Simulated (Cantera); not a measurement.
Input: 1 mol SiH2Cl2, 4.6 mol HCl, 7 mol H2, at 2423.15 K.

Cantera equilibrium calculation (NASA polynomials, part measured and part estimated; ideal gas, pure solids and liquids). Candidate condensed phases: Si; 19 gas species. The tables' values for SiCl, SiCl3 are old estimates; treat these amounts as uncertain. Gases not in the tables: Si2H6 and higher silanes. The numbers say what is thermodynamically allowed, not how fast it happens.

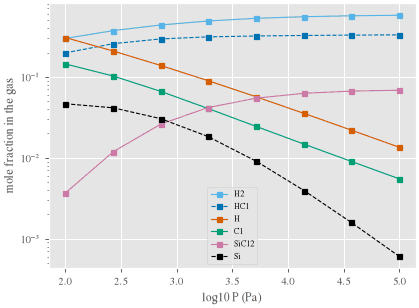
*Equilibrium gas composition (values under 1e-9 drawn at 1e-9)*

Task: Read off the mole fractions at 1900 Pa.

Result: H2 about 0.49, HCl about 0.31, H about 0.090, SiCl2 about 0.042, Cl about 0.041, Si about 0.018.
